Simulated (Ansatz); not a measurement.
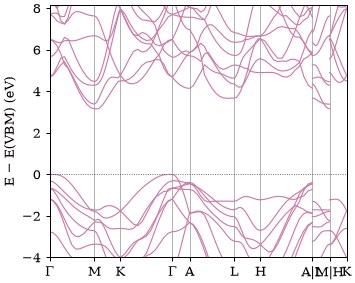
Band structure from r²SCAN+D4 in the plane-wave PAW code Ansatz

Read off the gap and where the band edges lie.

About 3.2 eV (3.15 eV by a search for the band edges); maximum on the Γ–M line, 10 % of the way from Γ, minimum on the M–K line, 9 % of the way from M.

The material is BeS in space group P6_422 (No. 181; Be on 3c, S on 3d).

The start of the workflow was typed in or built on a structure type; neither database checked (COD, Materials Project) lists it. COD files the formula under space group No. 216, so this cell is another polymorph or a model. Its standing as an ambient phase is unchecked. Symmetry was held in the r²SCAN+D4 relaxation; whether a distortion lowers the energy is not shown.

Potentials: the later of the program's two PAW sets.
